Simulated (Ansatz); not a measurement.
Frozen-phonon scan for ZrB2 (AlB2 type, space group P6/mmm)

Starting cell, ZrB₂ (AlB2 type, space group P6/mmm):

```yaml
crystal:
  lattice:
    - [6.34286, 0.00000, 0.00000]
    - [-1.58571, 2.74654, 0.00000]
    - [0.00000, 0.00000, 3.54132]
  atoms:
    - { symbol: Zr, position: [0.00000, 0.00000, 0.00000] }
    - { symbol: Zr, position: [0.50000, 0.00000, 0.00000] }
    - { symbol: B, position: [0.16667, 0.66667, 0.50000] }
    - { symbol: B, position: [0.66667, 0.66667, 0.50000] }
    - { symbol: B, position: [0.33333, 0.33333, 0.50000] }
    - { symbol: B, position: [0.83333, 0.33333, 0.50000] }
```

A phonon eigenvector at M = (0.5, 0.0, 0.0) is frozen into this cell: atom i moves by Q times the vector below, so Q is the largest atomic displacement, in Å. The cell is held. (q is in reciprocal vectors of the primitive cell; the cell shown is doubled to hold the pattern.)

```json
[
 {"atom": "B3", "x": "0.866", "y": "0.500", "z": "0.000"},
 {"atom": "B4", "x": "-0.866", "y": "-0.500", "z": "0.000"},
 {"atom": "B5", "x": "0.866", "y": "0.500", "z": "0.000"},
 {"atom": "B6", "x": "-0.866", "y": "-0.500", "z": "0.000"}
]
```

Atoms not listed stay in place.

All values below come from PBE (plane waves to 420 eV, PAW, scalar-relativistic; Ansatz, a quantum-chemistry and plane-wave program). k mesh 17×17×13 (Γ-centred), Fermi-Dirac smearing 0.05 eV. Energies are smeared free energies. With partly filled bands, energies and forces of such displacements shift with the k mesh and the smearing. ZrB2 is run without spin polarisation. ZrB2 was relaxed with its symmetry unable to fall. The zero of ΔE is the undisplaced structure.

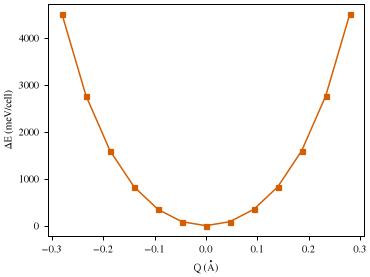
Figure. ΔE (meV/cell) against Q (Å); computed points joined by lines.

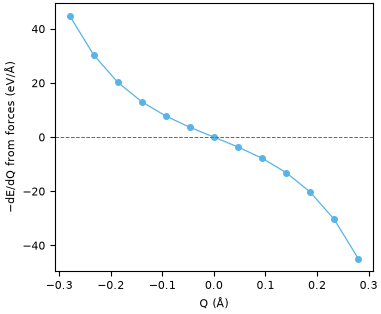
*−dE/dQ from forces (eV/Å) against Q (Å); computed points joined by lines.*

Wavenumber by perturbation theory (DFPT, on another k mesh): 692 cm⁻¹. Shape of the curve: a single well with its minimum at or next to zero displacement. Symmetry of the curve: even: the same for both signs. Harmonic wavenumber from the curvature (finite differences): 692 cm⁻¹. Space group of the distorted cell: Pmmm (No. 47), lowered from P6/mmm.

E″ = 76.13 eV/Å², M = Σ mᵢ|uᵢ|² = 43.2 u, ν̃ = 521.5·√(|E″|/M).

(A displaced cell: forces are minus the slopes of the energy, force constants its curvatures, and phonons follow from these.)
